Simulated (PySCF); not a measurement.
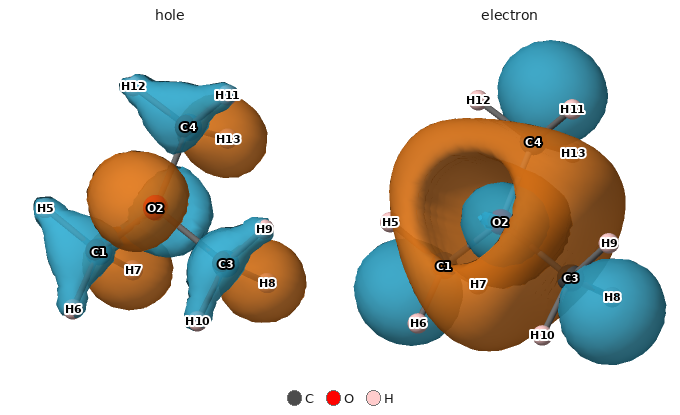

Figure 1: C₃H₉O, charge +1, SMILES `C[O+](C)C`. Leading natural transition orbital pair of S₁ (TDA singlet states); the surfaces enclose about 70 % of each orbital's density.

Computed with PySCF, PBE0/6-31+G*, geometry: GFN2-xTB. No frequency check shows the geometry to be a minimum.

Geometry (Å), atoms numbered from 1:

```
C1      -1.3446   -0.3046    0.0749
O2       0.0001   -0.0001   -0.3554
C3       0.4084    1.3168    0.0749
C4       0.9361   -1.0121    0.0749
H5      -1.6230   -1.2759   -0.3326
H6      -2.0144    0.4519   -0.3326
H7      -1.4237   -0.3218    1.1639
H8       0.4331    1.3939    1.1639
H9       1.3985    1.5186   -0.3326
H10     -0.2935    2.0435   -0.3326
H11      1.9164   -0.7675   -0.3326
H12      0.6158   -1.9704   -0.3326
H13      0.9906   -1.0720    1.1639
```

### Give its energy and the atoms that hole and electron lie on.

9.26 eV (134 nm), f = 0.007; the leading pair carries 99 %; hole on O2 (41 %), C1, C3 and C4 (10 % each) and H7, H8 and H13 (7 % each), electron on C1, C3 and C4 (17 % each) and O2 (17 %); their centroids lie 0.1 Å apart. In canonical orbitals it is mainly HOMO → LUMO (98 %). The HOMO–LUMO gap is 10.92 eV.

Cost of the run: 77 s on 1 thread of Intel(R) Xeon(R) 6975P-C (Granite Rapids), on a shared host, peak memory 0.55 GiB.
